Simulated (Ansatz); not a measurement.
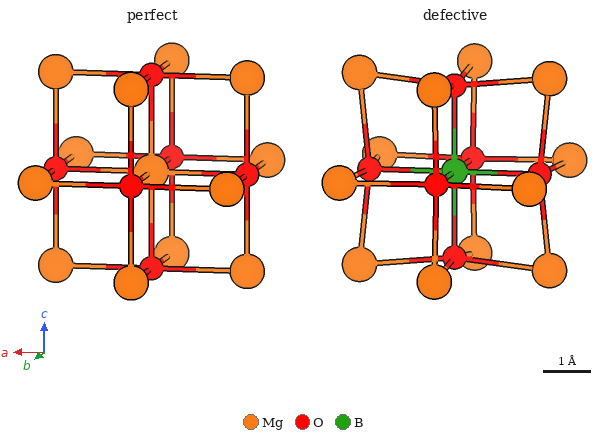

Left: perfect MgO. Right: the same region with one point defect, after relaxing the atoms in a supercell of 54 sites. A ball-and-stick model of the atoms within 3.3 Å of one point, seen from a free direction.

Computed with DFT, PBE, plane-wave PAW, default files, scalar-relativistic in Ansatz. Settings: plane-wave cutoff 420 eV; k-point mesh 3 × 3 × 3; occupations fermi dirac; smearing width 0.01 eV; no spin polarisation. A uniform background neutralises the charged cell. The axes drawn are those of the host's conventional cell.

> Which defect is it?

A magnesium atom is replaced by boron.

The charge state of the cell is +1.

> What does the relaxation do around it?

In the host the Mg atom has 6 O at 2.11 Å; the B atom ends with 6 O at 1.87 Å. Of the host's atoms, an oxygen atom moves furthest from its site, by 0.23 Å. Relaxing the atoms from the host's sites lowers the energy by 1.70 eV.

Limits of the set-up: the cell is charged, on a uniform background, and energies carry no finite-size correction.
